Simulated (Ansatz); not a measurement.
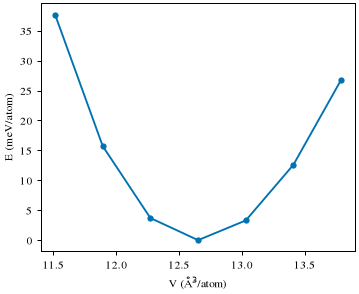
ZnAgF$_{3}$ (cubic perovskite, Pm-3m) under volume change, DFT-r²SCAN in the program Ansatz with PAW potentials, scaled uniformly.

Question: What does a third-order Birch–Murnaghan fit give for V₀, B₀ and B′?

Answer: V₀ = 12.65 Å³/atom, B₀ = 98.5 GPa, B′ = 4.7.

The workflow started from an entry of the Crystallography Open Database (COD). Whether it is the stable phase at ambient conditions was not checked. Symmetry was held in the r²SCAN relaxation; its stability against distortions is not shown here. No spin polarisation was allowed.

Potentials: the later of the program's two PAW sets.
